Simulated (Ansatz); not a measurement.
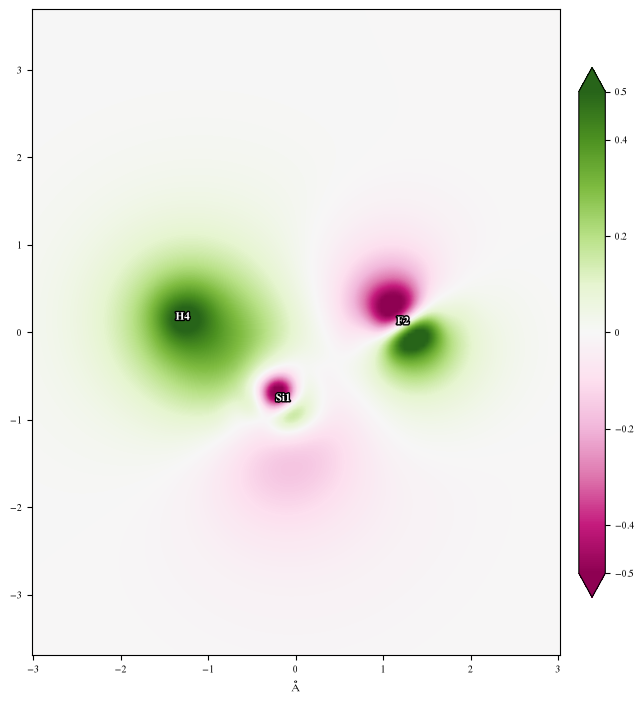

*FH₃Si···PH₃. The HOMO−1 on the plane of atoms F2, Si1 and H4 (values in Å⁻³ᐟ²; the overall sign is arbitrary).*

All numbers below come from RKS CAM-B3LYP-D4/def2-SVP in Ansatz 0.2.0.

```xyz
9

Si    0.4521   -0.0811   -0.2017
F     0.4772    0.2776    1.3827
H     1.8433   -0.0031   -0.7107
H    -0.4033    0.9136   -0.8943
H    -0.0900   -1.4513   -0.3698
P    -3.2484    0.0786    1.7456
H    -3.0759   -0.0484    0.3365
H    -3.1260   -1.3224    1.9714
H    -1.8676    0.3245    1.9843
```

Describe this orbital and give its energy.

Answer. It lies mainly on Si1 (about 35 %), H3 (about 30 %), F2 (about 15 %) and H4 (about 15 %). Its energy is −11.20 eV.
